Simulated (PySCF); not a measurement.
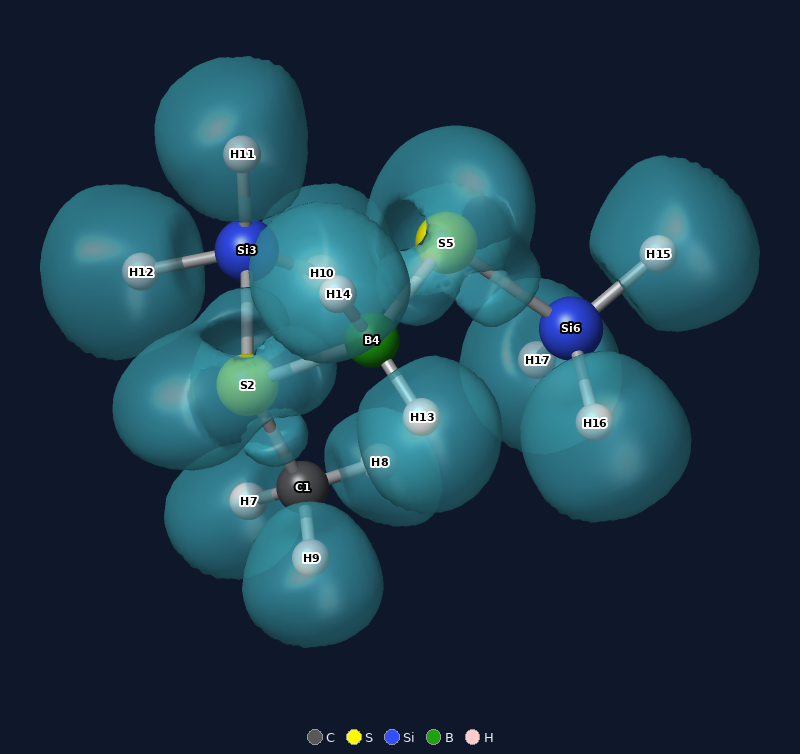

Figure 1: CH$_{11}$BS$_{2}$Si$_{2}$. Isosurface of the electron localisation function at 0.8 (cyan), seen across its widest extent. Core shells and regions of very low density are left out.

Geometry: GFN2-xTB.

Computed with CAM-B3LYP/def2-SVPD, SCF density, gas phase (PySCF 2.14.0).

```yaml
atoms:
  - { symbol: C, position_ang: [-1.4730, -1.2954, -0.0831] }
  - { symbol: S, position_ang: [-1.5579, 0.2354, 0.8969] }
  - { symbol: Si, position_ang: [-1.1726, 1.7281, -0.7229] }
  - { symbol: B, position_ang: [0.2320, 0.2952, 1.7132] }
  - { symbol: S, position_ang: [1.3860, 1.0408, 0.3752] }
  - { symbol: Si, position_ang: [2.3801, -0.5904, -0.5846] }
  - { symbol: H, position_ang: [-2.2755, -1.2842, -0.8130] }
  - { symbol: H, position_ang: [-0.5056, -1.3653, -0.5714] }
  - { symbol: H, position_ang: [-1.6029, -2.1269, 0.6017] }
  - { symbol: H, position_ang: [-0.5172, 1.0502, -1.8284] }
  - { symbol: H, position_ang: [-0.7243, 2.9422, -0.0806] }
  - { symbol: H, position_ang: [-2.5825, 1.9001, -1.1161] }
  - { symbol: H, position_ang: [0.5196, -0.8163, 1.9889] }
  - { symbol: H, position_ang: [0.1378, 1.0567, 2.6084] }
  - { symbol: H, position_ang: [3.7193, -0.0969, -0.8572] }
  - { symbol: H, position_ang: [2.3531, -1.7498, 0.2964] }
  - { symbol: H, position_ang: [1.6765, -0.9116, -1.8332] }
```

### Describe the localisation domains.

At this value the surface marks out one region between bonded C–S atoms (shared pairs), eleven regions around hydrogen nuclei and two regions on S in which the atom's valence shell and bonds are merged. Profiles from the grid: C–S (1.82 Å): the ELF peaks at about 0.95 between the atoms, as expected for a covalent bond. B–S (1.92 Å): the ELF peaks at about 0.95 between the atoms (a covalent bond).
